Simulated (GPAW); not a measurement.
BaTiO3 (P4mm), O K edge of atom 3, with 2 Ti at 2.00 Å (linear, site symmetry 2mm). Method: GPAW, LDA, full core hole (charged cell), 10-atom cell with 5.7 Å between holes, 6×6×6 k points, dipole transitions, Gaussian full width 0.9 eV up to 4 eV, rising linearly to 3.5 eV at 25 eV.

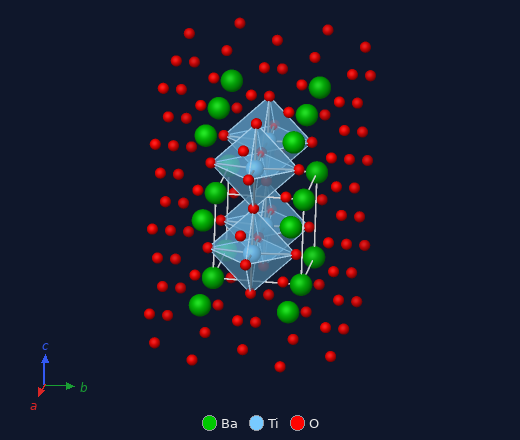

The structure (barium green, titanium blue, oxygen red). 2×1×2 cells are drawn. Some periodic images of atoms are drawn too.

```xyz
5
Lattice="3.9998 0.0000 0.0000 0.0000 3.9998 0.0000 0.0000 0.0000 4.0180" Properties=species:S:1:pos:R:3 pbc="T T T"
Ba    0.0000    0.0000    0.0000
Ti    1.9999    1.9999    1.9688
O     0.0000    1.9999    2.0773
O     1.9999    0.0000    2.0773
O     1.9999    1.9999    0.0763
```

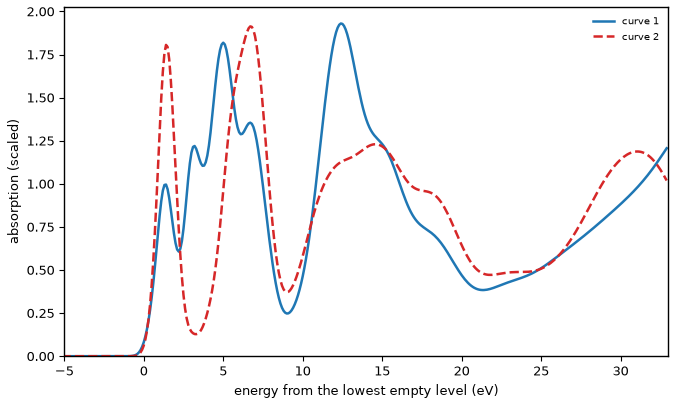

Energy from the lowest empty level; a common scale on which the isotropic spectrum has a mean of 1 over the first 20 eV.

The database entry behind the starting cell differs from later determinations by our own check (c/a about 0.6 % short), so it need not match the best structure at ambient conditions.

**Question.** The curves are for the electric vector along different Cartesian axes of the cell as given, averaged over the symmetry-equivalent atoms. Which is which?

Curve 1: along x (⊥ c) (the other in-plane axis gives the same curve within 3 %), main maxima 1.4 eV (1.00), 5.0 eV (1.82), 6.7 eV (1.35) and 12.4 eV (1.93). Curve 2: along z (c), main maxima 1.4 eV (1.81), 6.7 eV (1.91) and 14.6 eV (1.23). A K edge sees empty p states; the first features are O p mixed into the empty d states of the Ti neighbours, and the broad ones above probably into the cations' higher empty bands. Each direction probes the empty orbitals that point along it. The crystal has 2 inequivalent O sites and not all are shown here, while a measurement adds them all. The holes are only 5.7 Å apart, so the shape is probably not converged with cell size; no larger cell was run here.

[Banner, clock and machine lines of the logs are left out without a mark of their own.]

[Logs are printed without paths, hosts, clocks, repeated set-up lines and the standing remarks that a program may print on its own settings, such as how far it seeks lower states.]

[Hosts, paths, dates, database ids (printed as entryN), source tags and the programs' standing remarks are cut or masked in the printed files.]

[Lists of maxima count a maximum above −3 eV only where it reaches 4 % of the highest in the window and stands out from its surroundings by 2 % of it (1.5 % where it reaches 55 %); shoulders and weaker maxima are passed over, and of the rest the first, up to two pre-edge ones and the few strongest are named.]
